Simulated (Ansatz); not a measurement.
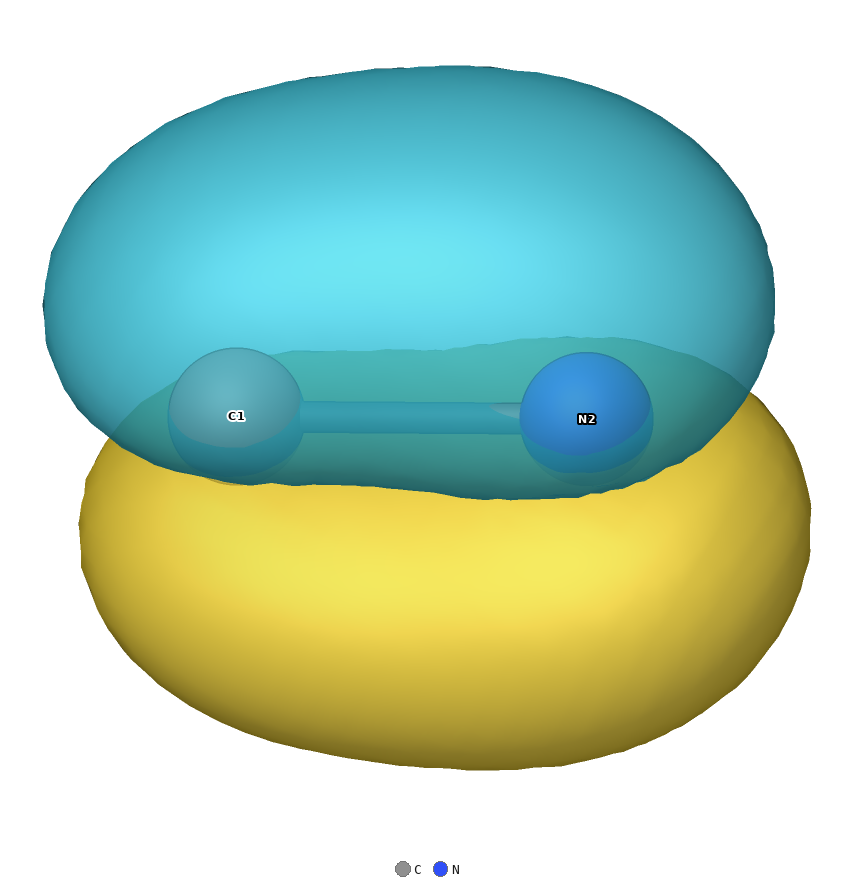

The picture shows: CN (doublet). The HOMO (β) at ±0.2 Å⁻³ᐟ² (yellow and cyan are the two phases), seen from one side.

Geometry: PBE0-D4/def2-TZVP.

These are results of Ansatz 0.2.0, UKS PBE0-D4/def2-TZVPP, not measurements.

**Describe this orbital and give its energy.**

By Hirshfeld shares it lies mainly on N2 (about 60 %) and C1 (about 40 %); it vanishes on the molecular axis (π type); π-bonding across N2–C1. It is one of a degenerate set, so its orientation is arbitrary. Its energy is −10.83 eV.
